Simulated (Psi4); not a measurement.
# [SnH3]− (SMILES [H][Sn-]([H])[H]) at SCAN/def2-TZVP (core potential, sweep point 5)

What is the vertical ionisation energy of [SnH3]− at SCAN/def2-TZVP (core potential, sweep point 5)? 

The results are computed with Psi4 1.11.

4 further runs of the same task are left out: 4 set aside as unsound or not needed.

### Step 1. The molecule

[SnH3]−: 4 atoms, total charge -1, spin state singlet. SMILES: `[H][Sn-]([H])[H]`. Geometry: a GFN2-xTB relaxation, a rough one for these elements and not checked as a minimum.

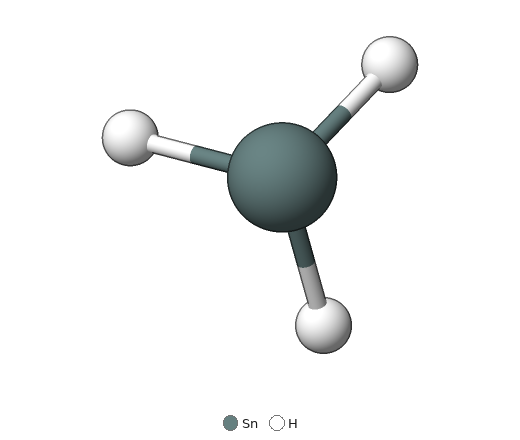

The structure, seen from a chosen angle (tin teal, hydrogen white).

### Step 2. A single-point energy at SCAN/def2-TZVP (core potential, sweep point 5)

File calc.in:

```
memory 1.6 GB

molecule mol {
  -1 1
  Sn    -0.01205645     0.01082813     1.49603948
  H      3.09497455    -0.06349480    -0.47554958
  H     -1.48694990     2.70705157    -0.52989810
  H     -1.59594930    -2.65438490    -0.49059180
  units bohr
  symmetry c1
}

set globals {
  basis                def2-TZVP
  reference            rks
  puream               true
  scf_type             pk
  dft_radial_points    75
  dft_spherical_points 302
}

e, wfn = energy('scan', return_wfn=True)
```

Run with:

```console
$ psi4 -n 1 calc.in calc.out
```

calc.out:

```text
[...]
    !!!  WARNING: ECP capability is in beta. Please check occupations closely.  !!!
[...]
  Running in c1 symmetry.
[...]
  Nuclear repulsion =   18.488599683521318
[...]
  Multiplicity = 1
[...]
  Nalpha       = 13
  Nbeta        = 13
[...]
    Number of basis functions: 68
[...]
 WARNING: Atomic UHF is not converging! Try casting from a smaller basis or call Rob at CCMST.
   -------------------------
[...]
   @RKS iter   1:  -215.81007767471868   -1.02554e+00   1.15797e-02 ADIIS/DIIS
[...]
   @RKS iter   8:  -216.15603026778746   -6.41467e-08   7.45975e-07 DIIS
[...]
    Orbital Energies [Eh]
    ---------------------
    Doubly Occupied:
       1A     -4.819546     2A     -3.150168     3A     -3.150165
       4A     -3.146712     5A     -0.724471     6A     -0.724460
       7A     -0.721510     8A     -0.721501     9A     -0.719400
      10A     -0.226967    11A     -0.059177    12A     -0.059017
      13A      0.001620
[...]
  @RKS Final Energy:  -216.15603026778746
   => Energetics <=
    Nuclear Repulsion Energy =             18.4885996835213184
    One-Electron Energy =                -420.8174512483449803
    Two-Electron Energy =                 205.4540636586926325
    DFT Exchange-Correlation Energy =     -19.2812423616564246
    Empirical Dispersion Energy =           0.0000000000000000
    VV10 Nonlocal Energy =                  0.0000000000000000
    Total Energy =                       -216.1560302677874574
[...]
 Multipole Moments:
 ------------------------------------------------------------------------------------
     Multipole            Electronic (a.u.)      Nuclear  (a.u.)        Total (a.u.)
 ------------------------------------------------------------------------------------
 L = 1.  Multiply by 2.5417464519 to convert [e a0] to [Debye]
 Dipole X            :         -0.0461163            0.0383562           -0.0077602
 Dipole Y            :          0.0424751           -0.0344349            0.0080402
 Dipole Z            :          5.7259268           -4.7576070            0.9683198
 Magnitude           :                                                    0.9683843
[...]
```

It took 4.2 s on 1 thread of Intel Xeon 6975P-C (Granite Rapids), shared host; peak memory 0.64 GiB.

### Step 3. Doublet neutral SnH3, same level

File input.in:

```
memory 1.6 GB

molecule system {
  0 2
  Sn    -0.01205645     0.01082813     1.49603948
  H      3.09497455    -0.06349480    -0.47554958
  H     -1.48694990     2.70705157    -0.52989810
  H     -1.59594930    -2.65438490    -0.49059180
  units bohr
  symmetry c1
}

set globals {
  basis                def2-TZVP
  reference            uks
  puream               true
  scf_type             pk
  dft_radial_points    75
  dft_spherical_points 302
  maxiter              150
}

E, wfn = energy("scan", return_wfn=True)
print_variables()
```

Run with:

```console
$ psi4 -n 1 input.in input.out
```

input.out:

```text
[...]
    !!!  WARNING: ECP capability is in beta. Please check occupations closely.  !!!
[...]
  Running in c1 symmetry.
[...]
  Nuclear repulsion =   18.488599683521318
[...]
  Multiplicity = 2
[...]
  Nalpha       = 13
  Nbeta        = 12
[...]
    Number of basis functions: 68
[...]
 WARNING: Atomic UHF is not converging! Try casting from a smaller basis or call Rob at CCMST.
   -------------------------
[...]
   @UKS iter   1:  -215.86781442445869   -1.08327e+00   9.61837e-03 DIIS/ADIIS
[...]
   @UKS iter  10:  -216.06221080297385   -2.38566e-08   2.48547e-07 DIIS
[...]
   @S^2 Observed:                7.556348549E-01
[...]
    Orbital Energies [Eh]
    ---------------------
    Alpha Occupied:
       1A     -5.069604     2A     -3.401110     3A     -3.397967
       4A     -3.397959     5A     -0.974596     6A     -0.974593
       7A     -0.974018     8A     -0.970443     9A     -0.970432
      10A     -0.465178    11A     -0.281588    12A     -0.281324
      13A     -0.245038
    Alpha Virtual:
      14A     -0.039733    15A     -0.039336    16A     -0.006675
      17A      0.109374    18A      0.109891    19A      0.115571
      20A      0.141641    21A      0.149106    22A      0.149645
      23A      0.251483    24A      0.286279    25A      0.286340
[...]
  @UKS Final Energy:  -216.06221080297385
   => Energetics <=
    Nuclear Repulsion Energy =             18.4885996835213184
    One-Electron Energy =                -414.7282369997283240
    Two-Electron Energy =                 199.2395019307039092
    DFT Exchange-Correlation Energy =     -19.0620754174707727
    Empirical Dispersion Energy =           0.0000000000000000
    VV10 Nonlocal Energy =                  0.0000000000000000
    Total Energy =                       -216.0622108029738513
[...]
 Multipole Moments:
 ------------------------------------------------------------------------------------
     Multipole            Electronic (a.u.)      Nuclear  (a.u.)        Total (a.u.)
 ------------------------------------------------------------------------------------
 L = 1.  Multiply by 2.5417464519 to convert [e a0] to [Debye]
 Dipole X            :         -0.0448561            0.0383562           -0.0064999
 Dipole Y            :          0.0407223           -0.0344349            0.0062874
 Dipole Z            :          5.4428155           -4.7576070            0.6852085
 Magnitude           :                                                    0.6852682
[...]
```

Run time: 6.3 s. Hardware: 1 thread of Intel Xeon 6975P-C (Granite Rapids), shared host; peak memory 0.65 GiB.

### Step 4. Results

At SCAN/def2-TZVP (core potential, sweep point 5):

| quantity | value |
| --- | --- |
| singlet [SnH3]−: total energy | -216.15603 Eh |
| singlet [SnH3]−: HOMO energy | 0.04 eV |
| singlet [SnH3]−: LUMO energy | 4.57 eV |
| singlet [SnH3]−: HOMO–LUMO gap (to an unbound level, set by the basis) | 4.52 eV |
| doublet neutral SnH3: total energy | -216.06221 Eh |
| doublet neutral SnH3: dipole moment | 1.74 D |
| doublet neutral SnH3: HOMO energy (highest over α and β) | -6.67 eV |
| doublet neutral SnH3: LUMO energy (lowest over α and β) | -5.09 eV |
| doublet neutral SnH3: ⟨S²⟩ | 0.756 |
| vertical detachment energy (to the doublet neutral) | 2.553 eV |

The vertical ionisation energy comes to 2.55 eV (59 kcal/mol). −ε(HOMO) before ionisation, -0.04 eV, is 2.60 eV below this ionisation energy. The HOMO (singlet [SnH3]−) lies at positive energy, 0.04 eV, as semi-local functionals often give for anions; only total energies tell whether the electron is bound.
